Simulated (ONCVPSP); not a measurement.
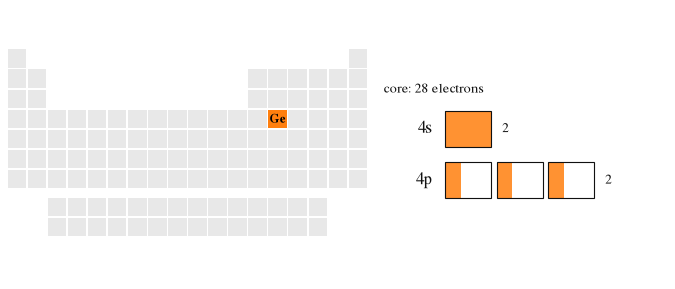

Left, the place of germanium in the periodic table; right, the valence shells of the reference configuration: a box for each of the 2l + 1 orbitals, shaded by the share of the shell that is filled, with the electron count at the right. The shells are those of the unaltered input.

## Pseudopotential generation, with input and output: Ge

System: germanium (Ge, Z = 32), core [Ar] 3d10, reference valence 4s2 4p2, valence charge 4. (This line and the method describe the unaltered input from which the odd one was made.)
Method: ONCV potential, LDA (Perdew-Wang 92), scalar-relativistic, made with ONCVPSP 4.0.1.

**Input file**
```
# ATOM AND REFERENCE CONFIGURATION
# atsym  z   nc   nv     iexc    psfile
  Ge 32.00    6    2  -001012      upf
#
#   n    l    f
    1    0    2.00
    2    0    2.00
    2    1    6.00
    3    0    2.00
    3    1    6.00
    3    2   10.00
    4    0    2.00
    4    1    2.00
#
# PSEUDOPOTENTIAL AND OPTIMIZATION
# lmax
    1
#
#   l,   rc,      ep,       ncon, nbas, qcut
    0    1.90    0.00    7    9    3.20
    1    2.40    0.00    4    8    3.50
#
# LOCAL POTENTIAL
# lloc, lpopt,  rc(5),   dvloc0
    4    5    1.70    0.00
#
# VANDERBILT-KLEINMAN-BYLANDER PROJECTORs
# l, nproj, debl
    0    2    2.80
    1    2    0.60
#
# MODEL CORE CHARGE
# icmod, fcfact, rcfact
    3    4.00    1.00
#
# LOG DERIVATIVE ANALYSIS
# epsh1, epsh2, depsh
   -2.00    5.00    0.02
#
# OUTPUT GRID
# rlmax, drl
    6.00    0.01
#
# TEST CONFIGURATIONS
# ncnf
    4
# nvcnf
#   n    l    f
    2
    4    0    2.00
    4    1    1.00
#
    2
    4    0    2.00
    4    1    0.00
#
    2
    4    0    1.00
    4    1    0.00
#
    2
    4    0    1.00
    4    1    3.00
#
```

Hardware: 1 CPU thread, shared host.

Launched with:
```bash
oncvpsp.x < Ge.dat > Ge.out
```

**Output (extracts)**
```
ONCVPSP  (Optimized Norm-Conservinng Vanderbilt PSeudopotential)
scalar-relativistic version 4.0.1

ONCVPSP  (Optimized Norm-Conservinng Vanderbilt PSeudopotential)
scalar-relativistic version 4.0.1 03/01/2019

While it is not required under the terms of the GNU GPL, it is
suggested that you cite D. R. Hamann, Phys. Rev. B 88, 085117 (2013)
in any publication utilizing these pseudopotentials.

test_data: must have 3 <= ncon <= 5, l=   0
test_data: must have ncon+3 <= nbas <= ncon+5, l=   0
 for nproj=2
ERROR: test_data found   2 ERROR; stopping
```

**Outcome**

```
quantity                   value
 outcome  refused by the program
```

**What went wrong**

This input holds a deliberate fault: ncon of l = 0 set to 7. The generator stopped with the message “test_data: must have 3 <= ncon <= 5, l= 0”. In words: the input breaks a rule of the program on the basis size: nbas must lie between ncon + 3 and ncon + 5.
